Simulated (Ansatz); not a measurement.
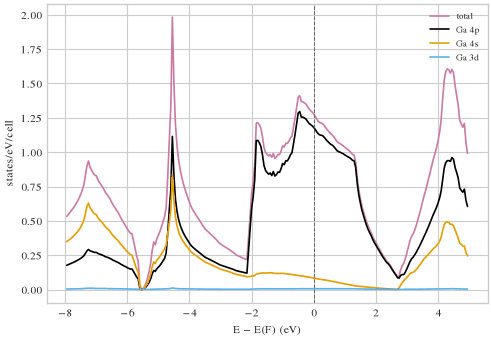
Figure. Total and projected density of states of Ga (diamond, Fd-3m), DFT-PBEsol in the program Ansatz with PAW potentials

**Question.** Which orbitals carry the states next to the Fermi level?

**Answer.** Within 0.5 eV of the Fermi level: Ga 4p 92 %, Ga 4s 7 %. Projections are on Löwdin-orthogonalised atomic valence shells; empty p or d shells of many metals are not among them.

**Question.** Where is the tallest occupied peak in this window, and what makes it?

**Answer.** Near -4.5 eV, about 2.0 states/eV per cell; the largest projected share is Ga 4p.

The start of the workflow was typed in or built on a structure type; neither database checked (COD, Materials Project) lists it. It is not the phase usual at ambient conditions (space group No. 64). The PBEsol relaxation kept the symmetry of its start. At this level the phase is mechanically unstable. The volume moved by -22 % from the start of the relaxation. Scalar-relativistic: spin–orbit coupling is off unless named, which matters more the heavier the elements.

Potentials: the later of the program's two PAW sets.
